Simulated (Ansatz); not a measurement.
Input file:

```
crystal:
  periodic: [false, false, false]
  atoms:
    - { symbol: Al, position_ang: [-0.931206, 0.307402, -0.279716] }
    - { symbol: H, position_ang: [1.652298, -0.741023, -0.688459] }
    - { symbol: C, position_ang: [-1.27258, -1.557615, -0.736966] }
    - { symbol: O, position_ang: [-0.872622, 1.547506, -1.467456] }
    - { symbol: H, position_ang: [1.123679, 0.755439, 2.164414] }
    - { symbol: F, position_ang: [-0.905861, 0.818521, 1.387842] }
    - { symbol: H, position_ang: [1.819224, -0.37364, -0.106937] }
    - { symbol: O, position_ang: [2.034835, 0.807576, 1.819719] }
    - { symbol: H, position_ang: [-2.323281, -1.701367, -1.058994] }
    - { symbol: H, position_ang: [-1.089401, -2.218936, 0.132655] }
    - { symbol: H, position_ang: [-0.611771, -1.888583, -1.561196] }
    - { symbol: H, position_ang: [-0.754655, 2.483107, -1.233512] }
    - { symbol: H, position_ang: [2.131241, 1.761613, 1.628507] }
basis:
  gaussian: { orbitals: def2-SVP }
hamiltonian:
  xc: blyp
relax:
  f_tol: 0.03
  max_steps: 50
output:
  orbitals: {}
```

Command:

```sh
ansatz run input.yaml --threads 2 --pin off --max-ram 3072MiB --backend cpu --events-out ev --progress --plain --runs-dir out
```

The fields are those of the run's last geometry, not of the input's.

Computed with RKS BLYP/def2-SVP in Ansatz.

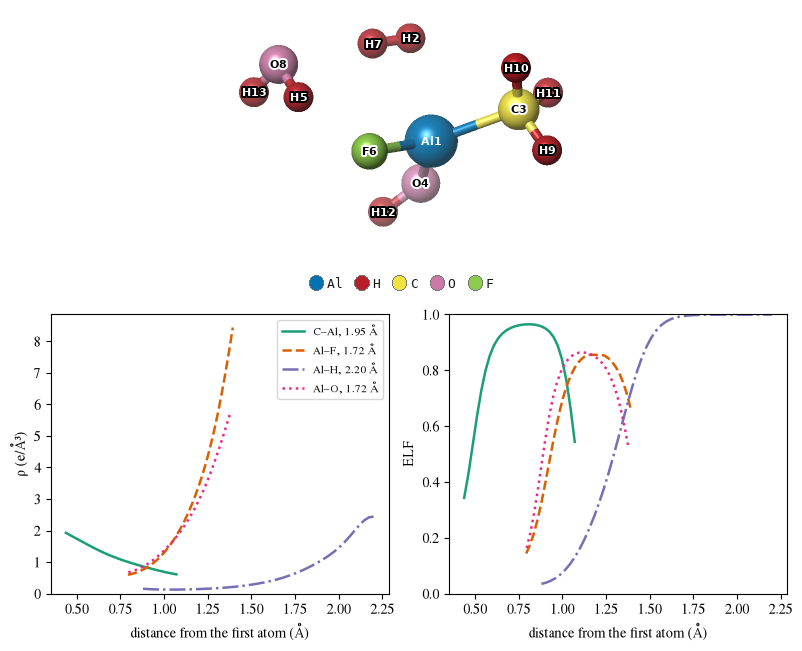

CH4AlFO···H2···H2O. Total electron density and ELF along straight lines between neighbouring atoms. The curves leave out the atomic cores. The structure is drawn too.

> Compare the contacts.

C–Al (1.95 Å): the density is about 0.72 e/Å³ at the midpoint; the ELF peaks at about 0.95 between the atoms; a polar covalent bond.
Al–F (1.72 Å): the density is about 0.7 e/Å³ at the midpoint; the ELF peaks at about 0.85 in the valence shell of F, 0.6 Å from its nucleus, and is about 0.25 at the midpoint.
Al1···H2 (2.20 Å): the density falls to about 0.13 e/Å³ on the way; the ELF climbs to about 1 towards the hydrogen.
Al–O (1.72 Å): ρ at the midpoint is about 0.8 e/Å³; the ELF peaks at about 0.85 in the valence shell of O, 0.6 Å from its nucleus, and is about 0.35 at the midpoint.
